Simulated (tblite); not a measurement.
**Saddle-point search, with input and output: C₆H₁₃B**

System: C₆H₁₃B, SMILES C=C(C)BC(C)C.
Method: GFN2-xTB saddle search (eigenvector following) and harmonic vibrations, gas phase (tblite 0.8.0).

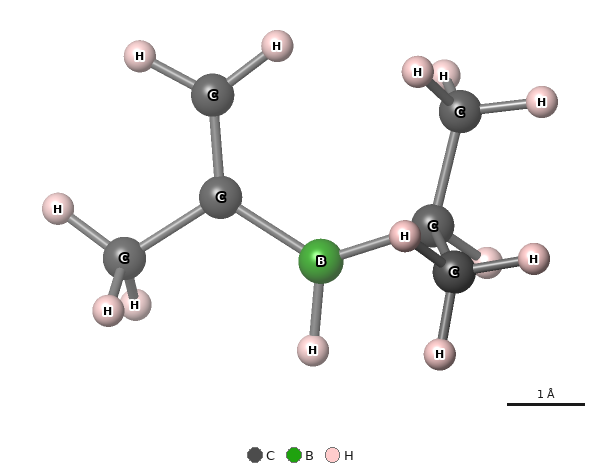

**Figure 1.** The starting structure (ball-and-stick view, seen at a tilt).

**Input file**
```
{"job": {"xc": "GFN2-xTB", "basis": "xTB", "kind": "saddle"}, "charge": 0, "multiplicity": 1}
C     -1.853632     0.785445    -0.595796
C     -1.463158    -0.209681     0.206195
C     -2.495015    -0.839193     1.112287
B     -0.023461    -0.799864     0.306066
C      1.329899    -0.313013    -0.371040
C      1.299038     0.710246    -1.507145
C      2.248749     0.220316     0.746704
H     -1.188224     1.277494    -1.279888
H     -2.873286     1.147035    -0.599867
H     -2.207479    -0.711269     2.155466
H     -2.552647    -1.909264     0.917692
H     -3.481131    -0.401552     0.965387
H      0.103550    -1.724035     1.024211
H      1.825148    -1.211011    -0.767013
H      0.966891     1.680979    -1.146308
H      0.640737     0.382129    -2.307991
H      2.298045     0.841007    -1.922891
H      1.839329     1.141235     1.158408
H      3.240900     0.436293     0.352419
H      2.345746    -0.503297     1.553104
```

The first line tells a small driver script what to run in tblite; the rest is the geometry in Å.

Hardware: 1 CPU thread, shared host.

Launch command:
```bash
OMP_NUM_THREADS=1 python <driver script> task.json out
```

**Log**
```
step      E/eV     max force
  0    -562.10984   0.0289
  1    -562.11179   0.0319
  2    -562.11215   0.0326
  3    -562.11230   0.0094
  4    -562.11231   0.0201
  5    -562.11218   0.0289
  6    -562.11231   0.0057
  7    -562.11232   0.0017
lowest wavenumbers (cm-1): -62.2 37.2 145.0 197.8 218.4 258.1
```

**Trajectory as extended XYZ (Å, eV, eV/Å), 8 frames, from step=0 to step=7**
```
20
Properties=species:S:1:pos:R:3:forces:R:3 step=0 energy=-562.10984
C    -1.8536    0.7854   -0.5958   -0.0020   0.0020   0.0050
C    -1.4632   -0.2097    0.2062   -0.0100   0.0030  -0.0010
C    -2.4950   -0.8392    1.1123    0.0060   0.0030  -0.0100
B    -0.0235   -0.7999    0.3061   -0.0090   0.0040  -0.0020
C     1.3299   -0.3130   -0.3710    0.0150   0.0100   0.0200
C     1.2990    0.7102   -1.5071    0.0070   0.0030   0.0010
C     2.2487    0.2203    0.7467    0.0060   0.0070  -0.0030
H    -1.1882    1.2775   -1.2799   -0.0070   0.0040   0.0140
H    -2.8733    1.1470   -0.5999    0.0030  -0.0200  -0.0050
H    -2.2075   -0.7113    2.1555    0.0040  -0.0020  -0.0240
H    -2.5526   -1.9093    0.9177   -0.0120   0.0140   0.0120
H    -3.4811   -0.4016    0.9654    0.0140  -0.0040   0.0090
H     0.1035   -1.7240    1.0242    0.0050   0.0050  -0.0040
H     1.8251   -1.2110   -0.7670   -0.0220   0.0020   0.0000
H     0.9669    1.6810   -1.1463   -0.0200   0.0000   0.0110
H     0.6407    0.3821   -2.3080    0.0120  -0.0070  -0.0130
H     2.2980    0.8410   -1.9229    0.0140  -0.0100  -0.0090
H     1.8393    1.1412    1.1584   -0.0010  -0.0230   0.0140
H     3.2409    0.4363    0.3524   -0.0100  -0.0080   0.0060
H     2.3457   -0.5033    1.5531    0.0060   0.0190  -0.0210
20
Properties=species:S:1:pos:R:3:forces:R:3 step=1 energy=-562.11179
C    -1.8733    0.7686   -0.6199   -0.0040  -0.0090   0.0100
C    -1.4750   -0.2063    0.2030    0.0030   0.0070  -0.0070
C    -2.5081   -0.8409    1.1033    0.0020  -0.0010   0.0000
B    -0.0253   -0.7657    0.3394   -0.0050  -0.0060   0.0080
C     1.3252   -0.3007   -0.3583    0.0220  -0.0100   0.0200
C     1.2952    0.7254   -1.4916    0.0020   0.0010   0.0010
C     2.2872    0.2023    0.7373   -0.0090   0.0020  -0.0010
H    -1.2070    1.2689   -1.2968   -0.0040   0.0000   0.0020
H    -2.9017    1.1045   -0.6474    0.0190  -0.0110   0.0000
H    -2.2176   -0.7233    2.1462    0.0000   0.0000  -0.0050
H    -2.5712   -1.9090    0.9006   -0.0020   0.0040   0.0020
H    -3.4927   -0.3988    0.9622    0.0030  -0.0010   0.0010
H     0.1117   -1.6570    1.0980   -0.0050   0.0240  -0.0190
H     1.7843   -1.2122   -0.7698   -0.0130   0.0190   0.0110
H     0.9540    1.6925   -1.1290   -0.0030  -0.0010   0.0010
H     0.6443    0.3949   -2.2978    0.0020   0.0000  -0.0010
H     2.2962    0.8610   -1.9022    0.0000  -0.0010  -0.0010
H     1.8987    1.1154    1.1862    0.0130  -0.0270  -0.0110
H     3.2668    0.4199    0.3132   -0.0180  -0.0010   0.0080
H     2.4086   -0.5396    1.5235   -0.0050   0.0140  -0.0200
20
Properties=species:S:1:pos:R:3:forces:R:3 step=2 energy=-562.11215
C    -1.8861    0.7519   -0.6403    0.0010  -0.0210   0.0200
C    -1.4819   -0.2057    0.2002   -0.0010   0.0170  -0.0170
C    -2.5145   -0.8398    1.1013    0.0010   0.0010  -0.0020
B    -0.0266   -0.7448    0.3578   -0.0040  -0.0050   0.0060
C     1.3217   -0.2918   -0.3515    0.0260  -0.0080   0.0180
C     1.2914    0.7425   -1.4774    0.0030   0.0000   0.0030
C     2.3118    0.1850    0.7307   -0.0190   0.0070  -0.0140
H    -1.2208    1.2527   -1.3177    0.0010   0.0010   0.0000
H    -2.9188    1.0726   -0.6820    0.0170  -0.0090   0.0030
H    -2.2310   -0.7083    2.1442    0.0010   0.0000   0.0020
H    -2.5675   -1.9105    0.9103    0.0000  -0.0020   0.0000
H    -3.5021   -0.4082    0.9500    0.0000   0.0000  -0.0010
H     0.1156   -1.6159    1.1381   -0.0060   0.0190  -0.0140
H     1.7566   -1.2092   -0.7771   -0.0110   0.0230   0.0130
H     0.9490    1.7065   -1.1075    0.0000  -0.0020  -0.0010
H     0.6413    0.4173   -2.2863    0.0000   0.0000   0.0010
H     2.2923    0.8813   -1.8872   -0.0010   0.0000   0.0000
H     1.9468    1.0996    1.1959    0.0090  -0.0230  -0.0130
H     3.2872    0.3911    0.2918   -0.0130   0.0010   0.0010
H     2.4355   -0.5662    1.5066   -0.0050   0.0000  -0.0040
20
Properties=species:S:1:pos:R:3:forces:R:3 step=3 energy=-562.11230
C    -1.8892    0.7446   -0.6481    0.0020  -0.0070   0.0060
C    -1.4833   -0.2062    0.1986   -0.0020   0.0070  -0.0060
C    -2.5147   -0.8375    1.1031   -0.0020  -0.0010   0.0010
B    -0.0272   -0.7400    0.3604    0.0000   0.0000  -0.0010
C     1.3205   -0.2892   -0.3505    0.0030   0.0010   0.0020
C     1.2910    0.7496   -1.4723    0.0010   0.0000   0.0010
C     2.3165    0.1779    0.7287   -0.0020   0.0000   0.0010
H    -1.2249    1.2434   -1.3280    0.0020   0.0000   0.0000
H    -2.9224    1.0614   -0.6927    0.0000  -0.0010   0.0010
H    -2.2345   -0.6942    2.1456   -0.0010  -0.0010  -0.0040
H    -2.5614   -1.9104    0.9224    0.0000   0.0050   0.0010
H    -3.5043   -0.4125    0.9451    0.0030  -0.0020   0.0010
H     0.1154   -1.6061    1.1447    0.0000   0.0000   0.0010
H     1.7488   -1.2066   -0.7809   -0.0020   0.0030   0.0000
H     0.9471    1.7118   -1.0989    0.0000  -0.0020  -0.0010
H     0.6423    0.4273   -2.2835    0.0010   0.0000   0.0010
H     2.2923    0.8909   -1.8802   -0.0010   0.0000   0.0000
H     1.9573    1.0909    1.2000    0.0030  -0.0050  -0.0010
H     3.2901    0.3830    0.2863   -0.0010   0.0010   0.0000
H     2.4407   -0.5782    1.4999   -0.0020   0.0040  -0.0040
20
Properties=species:S:1:pos:R:3:forces:R:3 step=4 energy=-562.11231
C    -1.8926    0.7355   -0.6581    0.0050  -0.0140   0.0120
C    -1.4838   -0.2074    0.1963   -0.0080   0.0140  -0.0120
C    -2.5123   -0.8318    1.1089    0.0010   0.0020  -0.0020
B    -0.0278   -0.7409    0.3572    0.0000   0.0050  -0.0040
C     1.3201   -0.2875   -0.3514    0.0000   0.0020  -0.0040
C     1.2915    0.7568   -1.4681    0.0010   0.0010   0.0000
C     2.3169    0.1727    0.7296   -0.0020   0.0010   0.0030
H    -1.2306    1.2283   -1.3446    0.0020  -0.0020   0.0010
H    -2.9261    1.0510   -0.7031   -0.0020  -0.0010   0.0010
H    -2.2264   -0.6852    2.1492    0.0010   0.0010   0.0010
H    -2.5629   -1.9051    0.9328    0.0000  -0.0020  -0.0010
H    -3.5013   -0.4049    0.9543   -0.0040   0.0020  -0.0010
H     0.1147   -1.6084    1.1394    0.0010  -0.0080   0.0060
H     1.7468   -1.2033   -0.7866    0.0010  -0.0010  -0.0010
H     0.9420    1.7158   -1.0915    0.0010  -0.0030  -0.0020
H     0.6478    0.4357   -2.2839    0.0010   0.0020   0.0020
H     2.2940    0.9039   -1.8711   -0.0030   0.0000   0.0020
H     1.9600    1.0843    1.2048    0.0000  -0.0010   0.0000
H     3.2909    0.3775    0.2883    0.0050   0.0000  -0.0020
H     2.4391   -0.5869    1.4975    0.0000   0.0000   0.0000
20
Properties=species:S:1:pos:R:3:forces:R:3 step=5 energy=-562.11218
C    -1.9023    0.7164   -0.6782   -0.0050   0.0060  -0.0070
C    -1.4895   -0.2089    0.1926    0.0110  -0.0090   0.0110
C    -2.5176   -0.8273    1.1097   -0.0010  -0.0060   0.0080
B    -0.0288   -0.7267    0.3702   -0.0020  -0.0080   0.0120
C     1.3168   -0.2797   -0.3472    0.0180  -0.0100   0.0110
C     1.2878    0.7753   -1.4538    0.0000  -0.0020   0.0040
C     2.3367    0.1556    0.7237   -0.0080   0.0060  -0.0130
H    -1.2405    1.2048   -1.3681   -0.0050   0.0000   0.0010
H    -2.9389    1.0209   -0.7340    0.0110  -0.0020   0.0000
H    -2.2398   -0.6582    2.1494   -0.0050  -0.0030  -0.0130
H    -2.5559   -1.9047    0.9533   -0.0010   0.0140   0.0030
H    -3.5103   -0.4134    0.9408    0.0100  -0.0060   0.0030
H     0.1184   -1.5796    1.1697   -0.0060   0.0190  -0.0210
H     1.7242   -1.1981   -0.7976   -0.0040   0.0150   0.0110
H     0.9368    1.7300   -1.0685   -0.0010   0.0020   0.0020
H     0.6456    0.4616   -2.2733   -0.0020  -0.0020  -0.0020
H     2.2903    0.9269   -1.8548    0.0040   0.0010  -0.0010
H     1.9993    1.0668    1.2146    0.0040  -0.0110  -0.0110
H     3.3075    0.3521    0.2700   -0.0150  -0.0010   0.0040
H     2.4603   -0.6137    1.4815   -0.0020  -0.0020  -0.0010
20
Properties=species:S:1:pos:R:3:forces:R:3 step=6 energy=-562.11231
C    -1.8960    0.7305   -0.6635    0.0010  -0.0040   0.0040
C    -1.4862   -0.2073    0.1957   -0.0010   0.0040  -0.0030
C    -2.5156   -0.8322    1.1070    0.0000   0.0000   0.0000
B    -0.0281   -0.7335    0.3646    0.0000   0.0000   0.0000
C     1.3187   -0.2845   -0.3490    0.0030  -0.0010   0.0010
C     1.2897    0.7627   -1.4630    0.0000   0.0000   0.0010
C     2.3260    0.1665    0.7263   -0.0020   0.0010   0.0000
H    -1.2334    1.2241   -1.3488    0.0000  -0.0010   0.0010
H    -2.9308    1.0411   -0.7134    0.0010  -0.0010   0.0010
H    -2.2368   -0.6751    2.1479    0.0000   0.0000  -0.0020
H    -2.5573   -1.9073    0.9394    0.0000   0.0020   0.0000
H    -3.5069   -0.4137    0.9433    0.0010   0.0000   0.0000
H     0.1163   -1.5937    1.1551   -0.0010   0.0010  -0.0010
H     1.7366   -1.2022   -0.7893   -0.0010   0.0020   0.0010
H     0.9417    1.7210   -1.0836    0.0000  -0.0010   0.0000
H     0.6448    0.4445   -2.2788    0.0000   0.0000   0.0010
H     2.2918    0.9096   -1.8670    0.0000   0.0000   0.0000
H     1.9781    1.0790    1.2066    0.0010  -0.0030  -0.0020
H     3.2984    0.3664    0.2789   -0.0010   0.0000   0.0000
H     2.4489   -0.5959    1.4913   -0.0010   0.0010  -0.0010
20
Properties=species:S:1:pos:R:3:forces:R:3 step=7 energy=-562.11232
C    -1.8943    0.7338   -0.6597    0.0000  -0.0010   0.0010
C    -1.4855   -0.2069    0.1966   -0.0010   0.0010  -0.0010
C    -2.5155   -0.8336    1.1060    0.0000   0.0000   0.0000
B    -0.0279   -0.7348    0.3639    0.0000   0.0000   0.0000
C     1.3191   -0.2855   -0.3492    0.0010   0.0000   0.0000
C     1.2900    0.7595   -1.4652    0.0000   0.0000   0.0000
C     2.3239    0.1693    0.7268    0.0000   0.0000   0.0000
H    -1.2312    1.2288   -1.3436    0.0000   0.0000   0.0000
H    -2.9288    1.0457   -0.7086    0.0000   0.0000   0.0000
H    -2.2362   -0.6806    2.1473    0.0000   0.0000  -0.0010
H    -2.5588   -1.9080    0.9344    0.0000   0.0010   0.0000
H    -3.5062   -0.4131    0.9441    0.0000   0.0000   0.0000
H     0.1161   -1.5962    1.1531    0.0000   0.0000   0.0000
H     1.7393   -1.2032   -0.7870    0.0000   0.0010   0.0000
H     0.9431    1.7188   -1.0874    0.0000   0.0000   0.0000
H     0.6441    0.4403   -2.2798    0.0000   0.0000   0.0000
H     2.2919    0.9049   -1.8702    0.0000   0.0000   0.0000
H     1.9735    1.0819    1.2050    0.0000  -0.0010   0.0000
H     3.2965    0.3704    0.2804    0.0000   0.0000   0.0000
H     2.4470   -0.5916    1.4932    0.0000   0.0000   0.0000
```

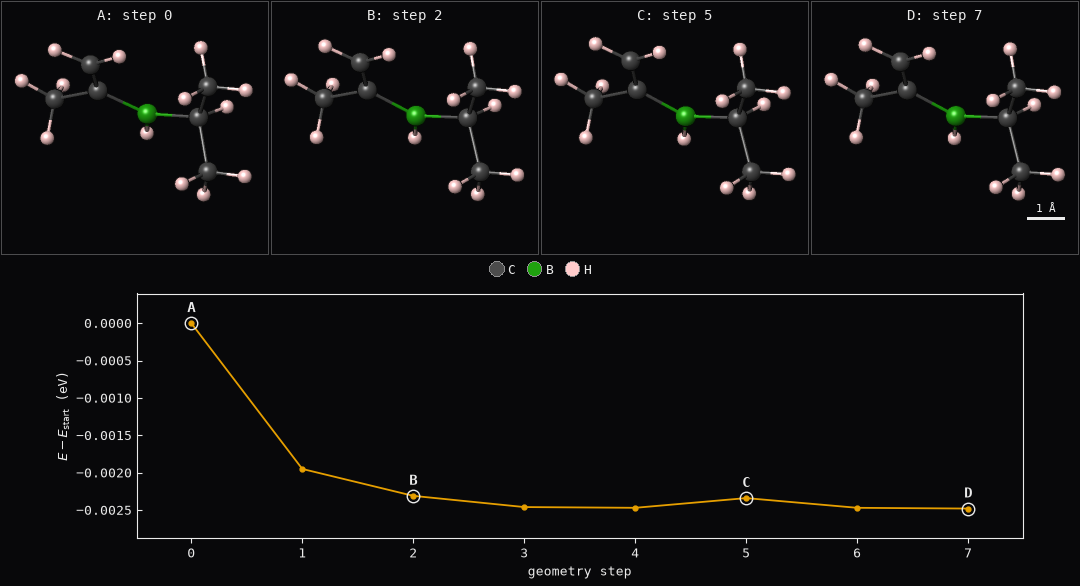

**Figure 2.** Frames of the saddle-point search (ball-and-stick view, seen at a tilt) above the curves, on which the letters mark them (steps are counted from 0).

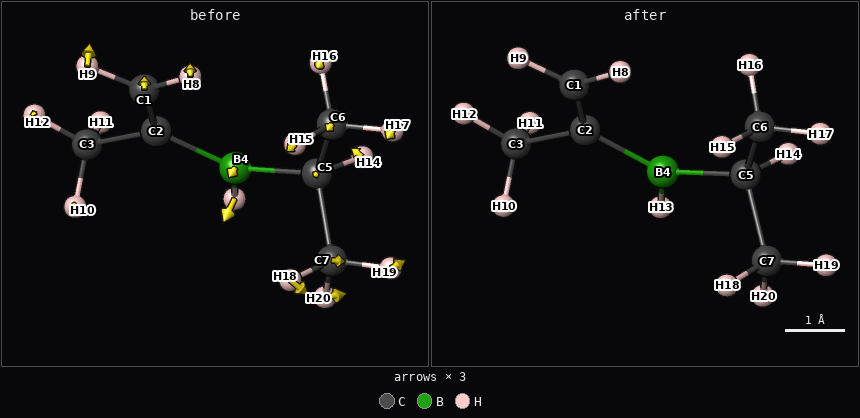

**Figure 3.** Before (left) and after (right) the saddle-point search, at one scale (ball-and-stick view, seen at a tilt). The yellow arrows give the displacements, magnified 3 times. Over 7 geometry steps the energy falls by 0.002 eV. Largest force component: 0.024 eV/Å at the start, 0.001 eV/Å at the end. The atom that moves furthest after the best rigid fit is H13 (0.18 Å). By element the largest moves are H 0.18 Å, C 0.09 Å, B 0.09 Å. (Atoms are counted from 1 in the order of the input.)

**Key numbers**

- outcome: converged
- total energy: −562.1123 eV
- point group: C1
- wall time: 3.2 s
- peak memory: 0.19 GiB
